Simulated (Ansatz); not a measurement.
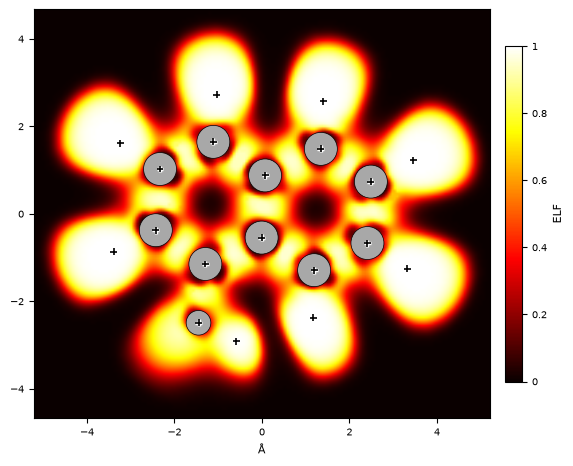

The ELF on a plane through atoms (crosses mark nuclei in the plane; grey discs cover the cores).

All numbers below come from RKS PBE0-D4/def2-TZVPP in Ansatz.

Candidates:
A. C6H4N2 (SMILES N#Cc1ccccn1)
B. C10H8O (SMILES Oc1cccc2ccccc12)
C. C8H16 (SMILES C[C@H]1CC[C@H](C)CC1)

> Which system is this?

Candidate B: C10H8O on the molecular plane, which holds O, C and H. C–O (1.35 Å): the ELF peaks at about 0.90 between the atoms: a polar covalent bond. C–C (1.37 Å): the ELF peaks at about 0.95 between the atoms, as expected for localised, covalent bonding.
